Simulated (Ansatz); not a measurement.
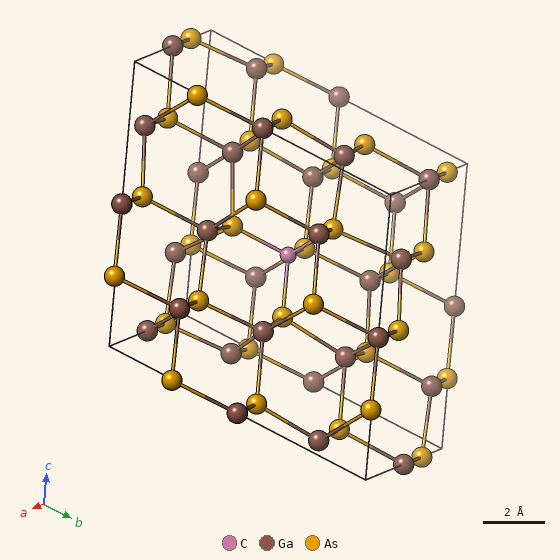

Drawn in the ball-and-stick manner and seen slightly off an axis. The edges of the supercell are marked. The host is GaAs, in a cell of 32 sites, and the cell is neutral.

What imperfection does the supercell contain?

Answer. Carbon on a gallium site (a substitutional impurity). It is bonded to four As in a tetrahedral arrangement at about 2.1 Å.

All computed values are from DFT LDA, scalar-relativistic, plane waves, PAW in Ansatz 0.2.0. Settings: plane waves up to 420 eV, a 3×3×3 k-point grid, Gaussian smearing of 0.02 eV, collinear spins.

Does the defect carry a magnetic moment?

Answer. No net moment.

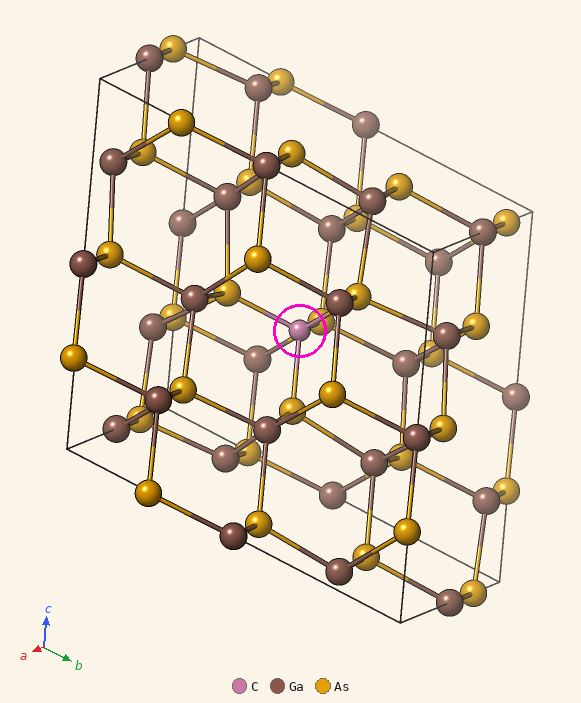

The same cell with a ring at the defect's site.

The atoms were relaxed in the host's cell with Ansatz 0.2.0, DFT LDA, scalar-relativistic, plane waves, PAW.
